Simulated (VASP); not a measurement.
```
CELL_PARAMETERS angstrom
      0.00000     3.38358     3.38358
      3.38358     0.00000     3.38358
      3.38358     3.38358     0.00000
ATOMIC_POSITIONS crystal
  In 0.00000 0.00000 0.00000
  In 0.25000 0.25000 0.25000
  Li 0.50000 0.50000 0.50000
  Li 0.75000 0.75000 0.75000
```

Method: PBEsol GGA, VASP's PBE PAW potentials (set 64) (plane waves; VASP). Settings: 520 eV cut-off, 9×9×9 Γ-centred mesh, tetrahedra with Blöchl corrections, potentials In_d Li_sv.

Unless said otherwise, spin-orbit coupling is left out, though it shifts the bands of the heavy elements here.

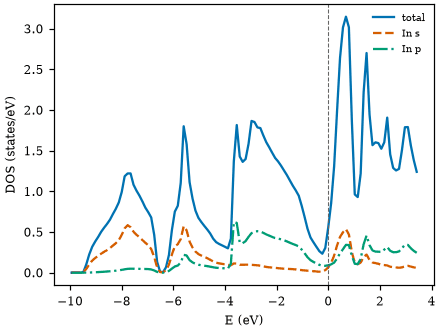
Fig. 1. Total and projected density of states, zero at the Fermi level

Within 2 eV below the Fermi level the largest weight inside VASP's projection spheres is In p.

It has no gap at this level: it comes out as a metal or semimetal.

The structure comes from a measured LiIn entry (Fd-3m) of the Crystallography Open Database, whose conditions weren't checked. It was relaxed first.
